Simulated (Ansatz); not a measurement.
# BSiH5 (BH2(SiH3)): CCSDT/STO-3G

What is the energy change on altering one bond length of BSiH5 (BH2(SiH3)) at CCSDT/STO-3G? 

The results are computed with Ansatz 0.2.0.

49 further runs of the same task are left out: 1 that didn't finish, 48 set aside as unsound or not needed.

### Step 1. The structure to begin with

BSiH5 has 7 atoms, charge 0, and is taken as a singlet. SMILES: `[H]B([H])[SiH3]`. The coordinates come from a GFN2-xTB relaxation.

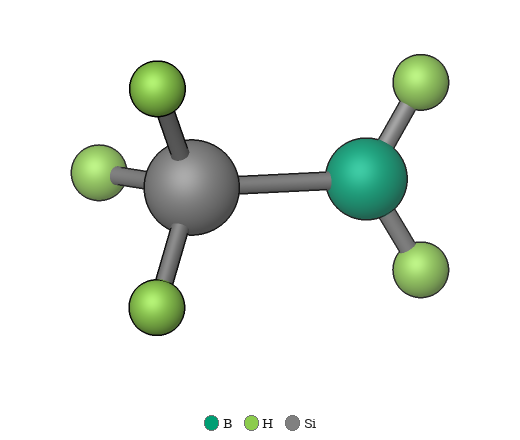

The structure, seen from a chosen angle (boron teal, hydrogen green, silicon grey).

### Step 2. A single-point energy at CCSDT/STO-3G

Contents of run.yaml:

```yaml
basis:
  gaussian:
    orbitals: STO-3G
crystal:
  periodic: [false, false, false]
  atoms:
    - {symbol: B, position_ang: [0.595540, 1.038560, 0.005960]}
    - {symbol: H, position_ang: [1.765140, 1.076930, 0.027400]}
    - {symbol: H, position_ang: [0.039220, 2.066980, -0.048000]}
    - {symbol: Si, position_ang: [-0.377680, -0.657970, 0.018400]}
    - {symbol: H, position_ang: [-1.713750, -0.605710, 0.632990]}
    - {symbol: H, position_ang: [0.300530, -1.764180, 0.713070]}
    - {symbol: H, position_ang: [-0.608990, -1.154610, -1.349820]}
magnetization:
  spin_polarized: false
  initial_magnetization: 0
correlation:
  method: ccsdt
  frozen_orbitals: {B: 1, H: 0, Si: 5}
accuracy: high
scf:
  omitted_lower_state_checks: [cluster_reference, increment]
```

Run with:

```
$ ansatz run run.yaml --threads 1 --pin off --max-ram 2610MiB --events-out events.jsonl --progress --plain --runs-dir runs
```

Log, cut to the lines that bear on the results:

```text
Warning: RAYON_NUM_THREADS=1 ignored (pool sized by the plan → 1); use --threads N
Functional definition: HF
  name "HF"
[...]
333 factors; integrals over basis functions are off by at most 1.3e-8 eV
[...]
mean field -8512.99340726 eV, -312.8467374027 hartree, gradient 2.3e-8 eV, S^2 0.000000; 0 other end points of the search recorded, 0 dependent functions left out
6 core orbitals not correlated: weight in the atoms' cores, before any rotation towards them, 1.000 or more for the frozen orbitals, at most 0.000 for the correlated occupied ones
reference -8512.99340726 eV, -312.8467374027 hartree; 6, 6 occupied and 7, 7 virtual orbitals, 333 factors
second order -1.98958428 eV of doubles, -0.00000000 eV of singles
cycle   1  -2.57727861 eV  change   -5.9e-1 eV  update   6.2e-2
[...]
cycle  22  -2.91532049 eV  change  -2.5e-10 eV  update  2.2e-10
Total energy: -8515.90872775 eV, -312.9538734545 hartree
Checks for a lower state left out: cluster_reference, increment
```

Wall time 0.22 s (1 thread of Arm Neoverse V2, shared host).

### Step 3. The distorted shape

Contents of job.yaml:

```yaml
crystal:
  periodic: [false, false, false]
  atoms:
    - {symbol: B, position_ang: [0.653369, 1.162723, 0.348024]}
    - {symbol: H, position_ang: [1.822969, 1.201093, 0.369464]}
    - {symbol: H, position_ang: [0.097049, 2.191143, 0.294064]}
    - {symbol: Si, position_ang: [-0.319851, -0.533807, 0.360464]}
    - {symbol: H, position_ang: [-1.655921, -0.481547, 0.975054]}
    - {symbol: H, position_ang: [0.358359, -1.640017, 1.055134]}
    - {symbol: H, position_ang: [-0.608990, -1.154610, -1.349820]}
basis:
  gaussian: {orbitals: STO-3G}
correlation: {method: ccsdt, frozen_orbitals: {B: 1, H: 0, Si: 5}}
accuracy: high
scf: {omitted_lower_state_checks: [cluster_reference, increment]}
```

Run with:

```
$ ansatz run job.yaml --threads 1 --pin off --max-ram 2610MiB --events-out events.jsonl --progress --plain --runs-dir runs
```

Log, cut to the lines that bear on the results:

```text
Warning: RAYON_NUM_THREADS=1 ignored (pool sized by the plan → 1); use --threads N
[... 2 set-up lines as earlier in the session ...]
[...]
333 factors; integrals over basis functions are off by at most 1.3e-8 eV
[...]
mean field -8511.41469567 eV, -312.7887208218 hartree, gradient 7.1e-8 eV, S^2 0.000000; 0 other end points of the search recorded, 0 dependent functions left out
6 core orbitals not correlated: weight in the atoms' cores, before any rotation towards them, 1.000 or more for the frozen orbitals, at most 0.000 for the correlated occupied ones
reference -8511.41469567 eV, -312.7887208218 hartree; 6, 6 occupied and 7, 7 virtual orbitals, 333 factors
second order -2.22402136 eV of doubles, -0.00000000 eV of singles
cycle   1  -2.90691733 eV  change   -6.8e-1 eV  update   7.5e-2
[...]
cycle  24  -3.34367115 eV  change   2.8e-10 eV  update  4.3e-10
Total energy: -8514.75836683 eV, -312.9115984703 hartree
Checks for a lower state left out: cluster_reference, increment
```

It took 0.24 s on 1 thread of Arm Neoverse V2, shared host.

### Step 4. Results

At CCSDT/STO-3G, 6 core orbitals frozen:

| quantity | value |
| --- | --- |
| first shape: total energy | -312.95387 Eh |
| first shape: correlation energy (6 core orbitals frozen) | -107.1 mEh |
| first shape: T1 diagnostic | 0.006 |
| distorted shape: total energy | -312.91160 Eh |
| distorted shape: correlation energy (6 core orbitals frozen) | -122.9 mEh |
| distorted shape: T1 diagnostic | 0.009 |
| energy change with the Si4–H7 bond stretched from 1.474 to 1.842 Å | 1.150 eV |

**Reading.** With the Si4–H7 bond stretched from 1.474 to 1.842 Å the energy rises by 1.15 eV (111 kJ/mol). The first shape isn't relaxed at this level, so the change isn't measured from a minimum. The minimal basis adds a large error of its own.
